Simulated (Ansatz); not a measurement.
## Geometry relaxation, with input and output: TaHCl₄OF (part 1 of 2)

System: TaHCl₄OF, multiplicity 2.
Method: UKS PBE/def2-SVP (Ansatz 0.2.0).

It belongs to a series of runs on one base structure; here: end point B relaxed. Figures and captions count atoms from 1; the log counts them from 0 in places.

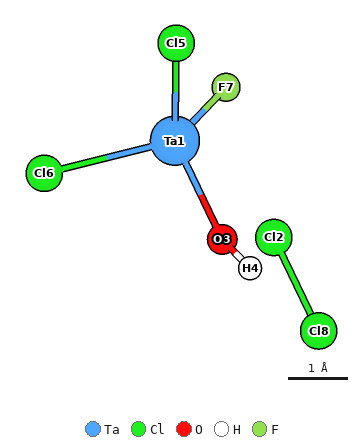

**Figure 1.** The structure as given in the input (ball-and-stick view, seen at a tilt; atoms are numbered from 1 in the order of the input). Sticks mark near contacts.

**Input**
```yaml
crystal:
  periodic: [false, false, false]
  atoms:
    - { symbol: Ta, position_ang: [-0.689825, -0.061795, -0.060326] }
    - { symbol: Cl, position_ang: [2.966343, -0.182978, 0.056554] }
    - { symbol: O, position_ang: [0.278594, -0.285162, 1.532945] }
    - { symbol: H, position_ang: [1.260744, -0.332224, 1.626463] }
    - { symbol: Cl, position_ang: [-0.142031, -0.127158, -2.30412] }
    - { symbol: Cl, position_ang: [-1.398486, 2.120717, 0.133174] }
    - { symbol: F, position_ang: [-1.811965, -1.564709, 0.013652] }
    - { symbol: Cl, position_ang: [4.861926, -0.016491, 0.908757] }
magnetization:
  spin_polarized: true
  initial_magnetization: 1
basis:
  gaussian: { orbitals: def2-SVP }
hamiltonian:
  xc: pbe
relax:
  f_tol: 0.03
  max_steps: 50
output:
  orbitals: {}
```

Machine: 4 threads of Arm Neoverse V2, 24 GiB of memory available, shared host.

Run as:
```bash
ansatz run input.yaml --threads 4 --pin off --max-ram 5120MiB --backend cpu --events-out ev --progress --plain --runs-dir out
```

**What the program printed**
```
The last accepted step is kept in [file] (removed where the run ends without a failure and the disk answers)
Engine: ansatz 0.2.0, aarch64-unknown-linux-gnu
Functional definition: PBE
  parameter kappa = 0.804
  parameter beta = 0.06672455060314922
  exchange = pbe_x(kappa = kappa, mu = beta*pi^2/3)
  correlation = pbe_c(beta = beta)
1433 factors; their error is unknown
mean field evaluation 1: about -56376.2653 eV, gradient 4.7e1 eV
mean field evaluation 2: about -56194.2423 eV, gradient 1.9e2 eV
mean field evaluation 4: about -56225.3594 eV, gradient 1.1e2 eV
mean field evaluation 8: about -56384.4292 eV, gradient 1.6e0 eV
mean field evaluation 16: about -56384.3607 eV, gradient 2.4e-2 eV
mean field evaluation 32: about -56383.0827 eV, gradient 3.7e0 eV
mean field -56384.36072405 eV, -2072.0870379165 hartree, gradient 4.0e-5 eV, S^2 0.752556; 2 other end points of the search recorded, 0 dependent functions left out
the calculation of the forces begins
reference -56384.36078855 eV, -2072.0870402868 hartree; 50, 49 occupied and 87, 88 virtual orbitals, 1433 factors
relax step   1: F+E_penalty+E_count = -56384.36072405 eV  Δ(F+E_penalty+E_count) = +0.000e0 eV  max|allowed force component| = 1.479e0 eV/Å  Δτ_max = 0.0000 Å  (73 SCF iters, accepted)
these checks for a lower state are left out or cut short: starts, cluster_reference, orbital_swaps, neighbouring_geometries, increment
1433 factors; their error is unknown
mean field -56384.51953287 eV, -2072.0928740330 hartree, gradient 2.1e-5 eV, S^2 0.752665; 0 other end points of the search recorded, 0 dependent functions left out
[... from here on the field's lines of each further geometry are left out, up to the last ...]
relax step   2: F+E_penalty+E_count = -56384.51953287 eV  Δ(F+E_penalty+E_count) = -1.588e-1 eV  max|allowed force component| = 1.097e0 eV/Å  Δτ_max = 0.1924 Å  (40 SCF iters, accepted)
relax step   3: F+E_penalty+E_count = -56384.74478855 eV  Δ(F+E_penalty+E_count) = -2.253e-1 eV  max|allowed force component| = 8.447e-1 eV/Å  Δτ_max = 0.1947 Å  (45 SCF iters, accepted)
relax step   4: F+E_penalty+E_count = -56385.10705271 eV  Δ(F+E_penalty+E_count) = -3.623e-1 eV  max|allowed force component| = 1.151e0 eV/Å  Δτ_max = 0.1965 Å  (48 SCF iters, accepted)
relax step   5: F+E_penalty+E_count = -56385.50607416 eV  Δ(F+E_penalty+E_count) = -3.990e-1 eV  max|allowed force component| = 7.511e-1 eV/Å  Δτ_max = 0.1946 Å  (51 SCF iters, accepted)
relax step   6: F+E_penalty+E_count = -56385.64028084 eV  Δ(F+E_penalty+E_count) = -1.342e-1 eV  max|allowed force component| = 1.098e0 eV/Å  Δτ_max = 0.1949 Å  (51 SCF iters, accepted)
relax step   7: F+E_penalty+E_count = -56385.75073406 eV  Δ(F+E_penalty+E_count) = -1.105e-1 eV  max|allowed force component| = 6.707e-1 eV/Å  Δτ_max = 0.1945 Å  (48 SCF iters, accepted)
relax step   8: F+E_penalty+E_count = -56385.85821418 eV  Δ(F+E_penalty+E_count) = -1.075e-1 eV  max|allowed force component| = 6.466e-1 eV/Å  Δτ_max = 0.1951 Å  (46 SCF iters, accepted)
relax step   9: F+E_penalty+E_count = -56385.96812503 eV  Δ(F+E_penalty+E_count) = -1.099e-1 eV  max|allowed force component| = 4.476e-1 eV/Å  Δτ_max = 0.1954 Å  (44 SCF iters, accepted)
relax step  10: F+E_penalty+E_count = -56386.06861694 eV  Δ(F+E_penalty+E_count) = -1.005e-1 eV  max|allowed force component| = 3.234e-1 eV/Å  Δτ_max = 0.1952 Å  (43 SCF iters, accepted)
relax step  11: F+E_penalty+E_count = -56386.16484025 eV  Δ(F+E_penalty+E_count) = -9.622e-2 eV  max|allowed force component| = 3.978e-1 eV/Å  Δτ_max = 0.1950 Å  (41 SCF iters, accepted)
relax step  12: F+E_penalty+E_count = -56386.24441235 eV  Δ(F+E_penalty+E_count) = -7.957e-2 eV  max|allowed force component| = 5.745e-1 eV/Å  Δτ_max = 0.1902 Å  (41 SCF iters, accepted)
relax step  13: F+E_penalty+E_count = -56386.27344447 eV  Δ(F+E_penalty+E_count) = -2.903e-2 eV  max|allowed force component| = 8.093e-1 eV/Å  Δτ_max = 0.1952 Å  (42 SCF iters, accepted)
relax step  14: F+E_penalty+E_count = -56386.26900573 eV  Δ(F+E_penalty+E_count) = +4.439e-3 eV  max|allowed force component| = 3.652e-1 eV/Å  Δτ_max = 0.1860 Å  (41 SCF iters, rejected (line search))
relax step  15: F+E_penalty+E_count = -56386.29390761 eV  Δ(F+E_penalty+E_count) = -2.046e-2 eV  max|allowed force component| = 3.492e-1 eV/Å  Δτ_max = 0.0918 Å  (42 SCF iters, accepted)
relax step  16: F+E_penalty+E_count = -56386.30273015 eV  Δ(F+E_penalty+E_count) = -8.823e-3 eV  max|allowed force component| = 8.690e-2 eV/Å  Δτ_max = 0.1000 Å  (42 SCF iters, accepted)
relax step  17: F+E_penalty+E_count = -56386.30831934 eV  Δ(F+E_penalty+E_count) = -5.589e-3 eV  max|allowed force component| = 2.672e-1 eV/Å  Δτ_max = 0.1482 Å  (41 SCF iters, accepted)
relax step  18: F+E_penalty+E_count = -56386.31436796 eV  Δ(F+E_penalty+E_count) = -6.049e-3 eV  max|allowed force component| = 6.182e-1 eV/Å  Δτ_max = 0.1979 Å  (41 SCF iters, accepted)
relax step  19: F+E_penalty+E_count = -56386.33011205 eV  Δ(F+E_penalty+E_count) = -1.574e-2 eV  max|allowed force component| = 4.874e-1 eV/Å  Δτ_max = 0.0409 Å  (37 SCF iters, accepted)
relax step  20: F+E_penalty+E_count = -56386.36096351 eV  Δ(F+E_penalty+E_count) = -3.085e-2 eV  max|allowed force component| = 7.099e-1 eV/Å  Δτ_max = 0.1961 Å  (41 SCF iters, accepted)
relax step  21: F+E_penalty+E_count = -56386.35399108 eV  Δ(F+E_penalty+E_count) = +6.972e-3 eV  max|allowed force component| = 3.358e-1 eV/Å  Δτ_max = 0.1365 Å  (41 SCF iters, rejected (line search))
relax step  22: F+E_penalty+E_count = -56386.38165462 eV  Δ(F+E_penalty+E_count) = -2.069e-2 eV  max|allowed force component| = 2.000e-1 eV/Å  Δτ_max = 0.0664 Å  (41 SCF iters, accepted)
relax step  23: F+E_penalty+E_count = -56386.39157929 eV  Δ(F+E_penalty+E_count) = -9.925e-3 eV  max|allowed force component| = 1.196e-1 eV/Å  Δτ_max = 0.0998 Å  (41 SCF iters, accepted)
relax step  24: F+E_penalty+E_count = -56386.39273841 eV  Δ(F+E_penalty+E_count) = -1.159e-3 eV  max|allowed force component| = 9.875e-2 eV/Å  Δτ_max = 0.0436 Å  (37 SCF iters, accepted)
the calculation of the forces begins
reference -56386.39329721 eV, -2072.1617336022 hartree; 50, 49 occupied and 87, 88 virtual orbitals, 1433 factors
relax step  25: F+E_penalty+E_count = -56386.39323560 eV  Δ(F+E_penalty+E_count) = -4.972e-4 eV  max|allowed force component| = 2.626e-2 eV/Å  Δτ_max = 0.0126 Å  (36 SCF iters, accepted)
1433 factors; their error is unknown
mean field evaluation 256: about -56386.2340 eV, gradient 4.1e0 eV
```

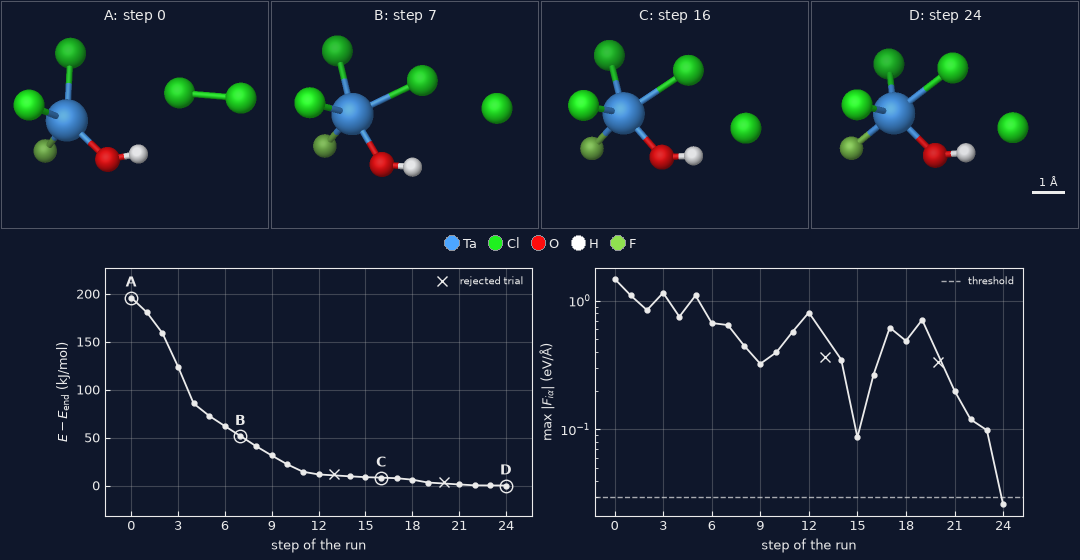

**Figure 2.** Frames of the relaxation (ball-and-stick view, seen at a tilt) above the curves, on which the letters mark them (the first geometry is step 0 here and step 1 in the log).

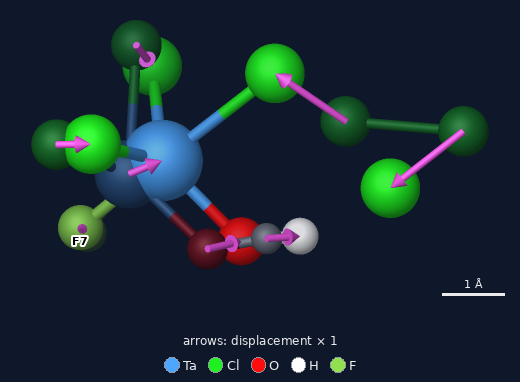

**Figure 3.** Start (faint) and end (solid) with the displacements as pink arrows, at true length (ball-and-stick view, seen at a tilt). The two geometries are laid on each other by the best rigid fit. After 24 geometry steps the energy has fallen by 196.1 kJ/mol. Largest force component: 1.5 eV/Å at the start, 0.026 eV/Å at the end. The line search rejected the trial steps at points 13, 20 (counted from 0) and went back. The atom that moves furthest after the best rigid fit is Cl8 (1.51 Å). Largest moves by element: Cl 1.51 Å, O 0.83 Å, F 0.82 Å, H 0.66 Å, Ta 0.59 Å. Distances before and after: Ta1–Cl2 3.660 → 2.495 Å, Cl2–Cl8 2.085 → 2.668 Å, O3–H4 0.988 → 1.037 Å, Ta1–O3 1.878 → 1.842 Å. New bonds form: Ta1–Cl2 (3.66 → 2.49 Å). Among the angles that change: Cl6–Ta1–F7 124.9° → 93.3°, Cl5–Ta1–Cl6 100.4° → 121.6°, O3–Ta1–Cl6 101.5° → 117.5°. (Atoms are counted from 1 in the order of the input.)

```
mean field -56386.39323560 eV, -2072.1617313384 hartree, gradient 2.1e-5 eV, S^2 0.751263; 4 other end points of the search recorded, 0 dependent functions left out
the calculation of the forces begins
reference -56386.39329721 eV, -2072.1617336022 hartree; 50, 49 occupied and 87, 88 virtual orbitals, 1433 factors
Total energy: -56386.39329721 eV, -2072.1617336022 hartree
Atom 0 at    -0.103283    -0.044406    -0.113669 Å, force    -0.026257    -0.004265    -0.021534 eV/Å
Atom 1 at     2.162887     0.848965    -0.653117 Å, force    -0.006756     0.008046     0.007462 eV/Å
Atom 2 at     0.750945    -0.864793     1.297003 Å, force     0.015569     0.000513     0.014826 eV/Å
Atom 3 at     1.739526    -0.710105     1.568686 Å, force    -0.006650    -0.003552     0.001866 eV/Å
Atom 4 at    -0.078980    -1.024847    -2.209654 Å, force    -0.003240     0.002354     0.007577 eV/Å
Atom 5 at    -0.847624     2.114707     0.201858 Å, force     0.011675     0.003202    -0.003926 eV/Å
Atom 6 at    -1.778016    -0.797869     0.298170 Å, force     0.013694    -0.003156    -0.003821 eV/Å
Atom 7 at     3.479845     0.028548     1.517823 Å, force     0.001965    -0.003142    -0.002451 eV/Å
Dipole moment:    -0.134431     0.013231    -0.063208 e Å
```

**Trajectory as extended XYZ (Å, eV, eV/Å), 25 frames, from step=1 to step=25**
```
8
Properties=species:S:1:pos:R:3:forces:R:3 step=1 energy=-56384.36072
Ta   -0.6898   -0.0618   -0.0603    0.2561   0.0175  -0.0135
Cl    2.9663   -0.1830    0.0566   -1.4790  -0.0948  -0.5412
O     0.2786   -0.2852    1.5329    0.0232  -0.0063  -0.0010
H     1.2607   -0.3322    1.6265    0.0197   0.0010   0.0103
Cl   -0.1420   -0.1272   -2.3041    0.0033  -0.0016  -0.0028
Cl   -1.3985    2.1207    0.1332   -0.0004  -0.0048   0.0010
F    -1.8120   -1.5647    0.0137    0.0029  -0.0105   0.0072
Cl    4.8619   -0.0165    0.9088    1.1741   0.0996   0.5400
8
Properties=species:S:1:pos:R:3:forces:R:3 step=2 energy=-56384.51953
Ta   -0.6134   -0.0635   -0.0631    0.4651  -0.0020   0.1394
Cl    2.7759   -0.1764    0.0300   -1.0973  -0.0525  -0.4662
O     0.3201   -0.2876    1.5497   -0.4270  -0.0074  -0.0267
H     1.2996   -0.3380    1.6626    0.1548   0.0027  -0.0360
Cl   -0.0945   -0.1286   -2.3128    0.0177  -0.0148   0.0414
Cl   -1.3507    2.1108    0.1335   -0.0053  -0.1479  -0.0053
F    -1.7565   -1.5523    0.0130    0.0504   0.1507   0.0000
Cl    4.7450   -0.0141    0.8941    0.8416   0.0712   0.3533
8
Properties=species:S:1:pos:R:3:forces:R:3 step=3 energy=-56384.74479
Ta   -0.5143   -0.0659   -0.0677    0.6615  -0.0165   0.1972
Cl    2.5878   -0.1657   -0.0192   -0.8447  -0.0178  -0.4929
O     0.3321   -0.2981    1.5851   -0.5697  -0.0457   0.1753
H     1.3108   -0.3474    1.7205    0.1147  -0.0009  -0.0448
Cl   -0.0380   -0.1368   -2.3224    0.0530  -0.0323   0.0248
Cl   -1.3206    2.0797    0.1339    0.0014  -0.2663  -0.0195
F    -1.7170   -1.5085    0.0074    0.1451   0.3245  -0.0201
Cl    4.6845   -0.0072    0.8695    0.4387   0.0551   0.1801
8
Properties=species:S:1:pos:R:3:forces:R:3 step=4 energy=-56385.10705
Ta   -0.3941   -0.0671   -0.0657    0.7986   0.0172   0.0971
Cl    2.4062   -0.1552   -0.0935   -1.1512  -0.0045  -0.8214
O     0.3272   -0.3113    1.6382   -0.2425  -0.1096   0.5950
H     1.3062   -0.3602    1.7911   -0.1675  -0.0135   0.0557
Cl    0.0271   -0.1488   -2.3274    0.0446  -0.0442  -0.1236
Cl   -1.2962    2.0333    0.1335    0.0371  -0.2648  -0.0367
F    -1.6731   -1.4431   -0.0029    0.2565   0.3573  -0.0372
Cl    4.6219    0.0026    0.8340    0.4245   0.0622   0.2712
8
Properties=species:S:1:pos:R:3:forces:R:3 step=5 energy=-56385.50607
Ta   -0.2871   -0.0647   -0.0536    0.1197   0.1199  -0.2882
Cl    2.2515   -0.1502   -0.2114   -0.5754   0.0302  -0.5514
O     0.3084   -0.3231    1.6977    0.4288  -0.1504   0.7511
H     1.2873   -0.3718    1.8540   -0.3682  -0.0381   0.2584
Cl    0.0591   -0.1589   -2.3330   -0.1044  -0.0587  -0.3622
Cl   -1.2794    1.9883    0.1305    0.0943  -0.1098  -0.0228
F    -1.6247   -1.3815   -0.0124    0.2863   0.1831  -0.0171
Cl    4.6102    0.0121    0.8354    0.1189   0.0238   0.2323
8
Properties=species:S:1:pos:R:3:forces:R:3 step=6 energy=-56385.64028
Ta   -0.1886   -0.0488   -0.0495   -1.0977   0.0144  -0.4441
Cl    2.1377   -0.1313   -0.3685    0.9842   0.0319  -0.1136
O     0.3070   -0.3389    1.7638    0.6025  -0.0401  -0.1202
H     1.2742   -0.3939    1.9584   -0.3380  -0.0464   0.3564
Cl   -0.0287   -0.1799   -2.4122   -0.2905  -0.0194   0.1593
Cl   -1.2286    1.9734    0.1255    0.1225   0.0806   0.0136
F    -1.5351   -1.3503   -0.0223    0.1991  -0.0124   0.0458
Cl    4.5874    0.0199    0.9120   -0.1821  -0.0087   0.1028
8
Properties=species:S:1:pos:R:3:forces:R:3 step=7 energy=-56385.75073
Ta   -0.1697   -0.0508   -0.0797   -0.3596   0.0202  -0.1504
Cl    2.2030   -0.0988   -0.4267    0.0043   0.0212  -0.1994
O     0.3175   -0.3504    1.7432    0.6707  -0.0475  -0.3049
H     1.2672   -0.4153    2.0070   -0.3802  -0.0200   0.2495
Cl   -0.2206   -0.2039   -2.4327    0.1329   0.0205   0.1027
Cl   -1.1284    2.0099    0.1204    0.0529   0.0044   0.0223
F    -1.4820   -1.3829   -0.0348    0.0654   0.0129   0.1834
Cl    4.5384    0.0424    1.0105   -0.1865  -0.0117   0.0968
```
